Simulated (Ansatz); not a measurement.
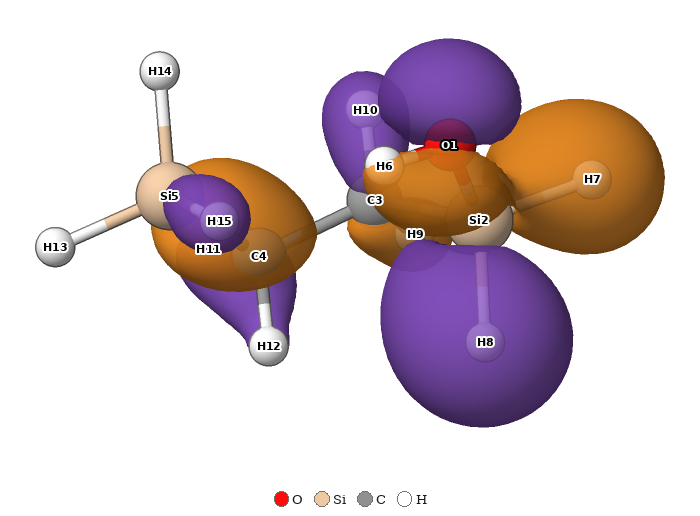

Figure. C$_{2}$H$_{10}$OSi$_{2}$ (SMILES O[SiH2]CC[SiH3]). The HOMO−1 at ±0.1 Å⁻³ᐟ² (orange and purple are the two phases), seen from one side.

Geometry: PBE0-D4/def2-TZVP.

The calculation used RKS PBE0-D4/def2-TZVPP (Ansatz).

```xyz
15

O    -1.5753    1.2672   -1.1873
Si   -0.7541   -0.0738   -1.6857
C    -0.2313   -1.1904   -0.2750
C     0.9213   -0.6837    0.6006
Si    0.5618    0.8409    1.6364
H    -1.0841    1.9245   -0.6907
H    -1.6947   -0.8019   -2.5723
H     0.4690    0.3101   -2.4521
H     0.0459   -2.1485   -0.7347
H    -1.1177   -1.4002    0.3350
H     1.2368   -1.4644    1.3031
H     1.8026   -0.4660   -0.0139
H     1.6936    1.1161    2.5606
H    -0.6853    0.6678    2.4278
H     0.3900    2.0512    0.7773
```

### What is the character of this orbital?

Its weight (Hirshfeld) is mainly on Si2 (about 20 %), O1 (about 20 %), H8 (about 20 %), H7 (about 10 %) and C4 (about 5 %). Its energy is −8.92 eV.
